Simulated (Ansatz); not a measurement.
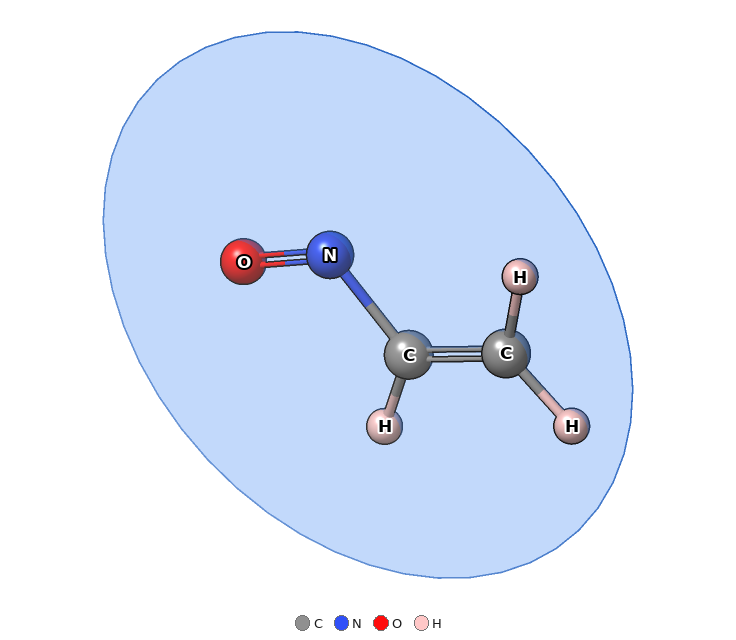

All proper rotation axes (lines) and mirror planes (discs) of the structure are drawn in. Distant atoms are faded towards the background colour. The computed structure is the end point of a PBE-D4/def2-SVP optimisation. No frequency run is at hand to confirm it as a minimum.

Question: Name the symmetry elements and the point group.

Answer: It has 1 mirror plane. Point group Cs. The group has 2 operations. The geometry is achiral, and symmetry allows a dipole moment.
